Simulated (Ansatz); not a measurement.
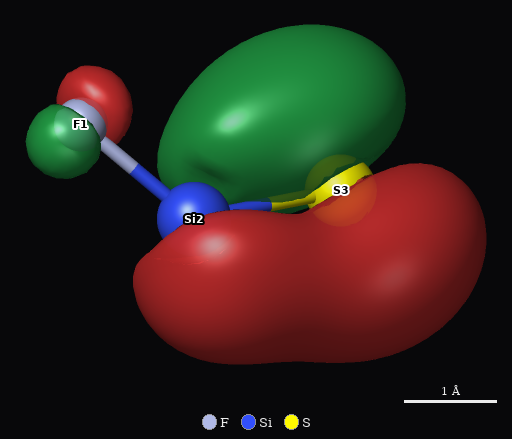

*FSSi (doublet). The HOMO (β) at ±0.1 Å⁻³ᐟ² (green and red are the two phases), seen at an oblique angle.*

Computed with UKS PBE0-D4/def2-SVP in Ansatz 0.2.0.

```json
{"atom": "F", "x (Å)": "0.2050", "y (Å)": "1.5157", "z (Å)": "0.2803"}
{"atom": "Si", "x (Å)": "-0.4759", "y (Å)": "0.1407", "z (Å)": "-0.2445"}
{"atom": "S", "x (Å)": "0.2709", "y (Å)": "-1.6564", "z (Å)": "-0.0358"}
```

Question: Describe this orbital and give its energy.

Answer: Its weight (Hirshfeld) is mainly on S3 (about 75 %) and Si2 (about 25 %); it is symmetric in the molecular plane (an in-plane orbital: σ, lone-pair or in-plane π type). Its energy is −7.95 eV.
